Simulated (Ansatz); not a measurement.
# UCCSD/STO-3G run of CF (SMILES [C]F)

What is the energy change on altering one bond length of CF at UCCSD/STO-3G? 

Program for the calculation: Ansatz 0.2.0.

51 further runs of the same task are left out: 9 that didn't finish, 42 set aside as unsound or not needed.

**1. Starting point**

CF has 2 atoms, charge 0, and is taken as a doublet. SMILES: `[C]F`. Geometry: relaxed at GFN2-xTB.

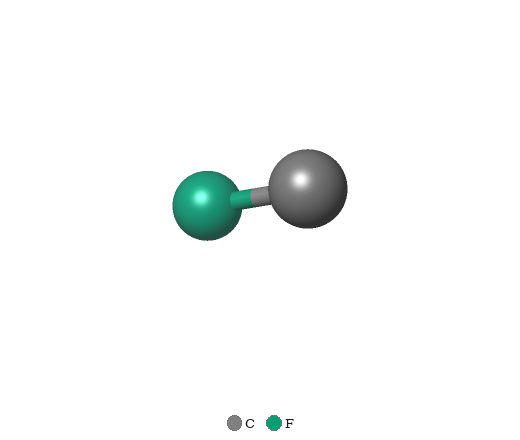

The structure, seen from a chosen angle (carbon grey, fluorine teal).

**2. A single-point energy at UCCSD/STO-3G**

File run.yaml:

```yaml
crystal:
  periodic: [false, false, false]
  atoms:
    - {symbol: C, position_ang: [0.000000, 0.000000, 0.000000]}
    - {symbol: F, position_ang: [0.000000, 0.000000, 1.274400]}
basis:
  gaussian:
    orbitals: STO-3G
scf:
  omitted_lower_state_checks: [cluster_reference, increment]
magnetization:
  spin_polarized: true
  initial_magnetization: 1
accuracy: high
correlation:
  method: ccsd
  frozen_orbitals: {C: 1, F: 1}
```

On the command line:

```console
$ ansatz run run.yaml --threads 1 --pin off --max-ram 2610MiB --events-out events.jsonl --progress --plain --runs-dir runs
```

Output, shortened:

```text
Warning: RAYON_NUM_THREADS=1 ignored (pool sized by the plan → 1); use --threads N
Functional definition: HF
  name "HF"
[...]
149 factors; integrals over basis functions are off by at most 3.9e-8 eV
[...]
mean field -3681.81906555 eV, -135.3043550325 hartree, gradient 5.2e-8 eV, S^2 0.753315; 4 other end points of the search recorded, 0 dependent functions left out
2 core orbitals not correlated: weight in the atoms' cores, before any rotation towards them, 1.000 or more for the frozen orbitals, at most 0.000 for the correlated occupied ones
reference -3681.81906555 eV, -135.3043550325 hartree; 6, 5 occupied and 2, 3 virtual orbitals, 149 factors
second order -1.51775991 eV of doubles, -0.00000000 eV of singles
cycle   1  -1.64143204 eV  change   -1.2e-1 eV  update   8.5e-2
[...]
cycle  21  -1.90506322 eV  change   9.4e-11 eV  update  2.2e-10
Total energy: -3683.72412877 eV, -135.3743648145 hartree
Checks for a lower state left out: cluster_reference, increment
```

It took 0.28 s on 1 thread of Arm Neoverse N1, shared host.

**3. The distorted shape, same level**

File job.yaml:

```yaml
crystal:
  periodic: [false, false, false]
  atoms:
    - {symbol: C, position_ang: [0.000000, 0.000000, -0.318600]}
    - {symbol: F, position_ang: [0.000000, 0.000000, 1.274400]}
basis:
  gaussian: {orbitals: STO-3G}
magnetization: {spin_polarized: true, initial_magnetization: 1}
correlation: {method: ccsd, frozen_orbitals: {C: 1, F: 1}}
accuracy: high
scf: {omitted_lower_state_checks: [cluster_reference, increment]}
```

On the command line:

```console
$ ansatz run job.yaml --threads 1 --pin off --max-ram 2610MiB --events-out events.jsonl --progress --plain --runs-dir runs
```

Output, shortened:

```text
Warning: RAYON_NUM_THREADS=1 ignored (pool sized by the plan → 1); use --threads N
[... 2 set-up lines as earlier in the session ...]
[...]
149 factors; integrals over basis functions are off by at most 4.2e-8 eV
[...]
mean field -3680.09790444 eV, -135.2411035280 hartree, gradient 2.8e-8 eV, S^2 0.800499; 7 other end points of the search recorded, 0 dependent functions left out
2 core orbitals not correlated: weight in the atoms' cores, before any rotation towards them, 1.000 or more for the frozen orbitals, at most 0.000 for the correlated occupied ones
reference -3680.09790444 eV, -135.2411035280 hartree; 6, 5 occupied and 2, 3 virtual orbitals, 149 factors
second order -1.54789433 eV of doubles, -0.00000000 eV of singles
cycle   1  -1.83079102 eV  change   -2.8e-1 eV  update   1.1e-1
[...]
cycle  29  -2.34358285 eV  change   6.4e-11 eV  update  3.7e-10
Total energy: -3682.44148728 eV, -135.3272286092 hartree
Checks for a lower state left out: cluster_reference, increment
```

Wall time 0.36 s (1 thread of Arm Neoverse N1, shared host).

**4. Results**

At UCCSD/STO-3G, 2 core orbitals frozen:

```
                                                         quantity          value
                                        first shape: total energy  -135.37436 Eh
         first shape: correlation energy (2 core orbitals frozen)      -70.0 mEh
                   first shape: ⟨S²⟩ of the reference determinant          0.753
                                       first shape: T1 diagnostic          0.023
                                    distorted shape: total energy  -135.32723 Eh
     distorted shape: correlation energy (2 core orbitals frozen)      -86.1 mEh
               distorted shape: ⟨S²⟩ of the reference determinant          0.800
                                   distorted shape: T1 diagnostic          0.045
energy change with the C1–F2 bond stretched from 1.274 to 1.593 Å       1.283 eV
```

What this shows: With the C1–F2 bond stretched from 1.274 to 1.593 Å the energy rises by 1.28 eV (124 kJ/mol). The first shape isn't relaxed at this level, so the change isn't measured from a minimum. The minimal basis adds a large error of its own.
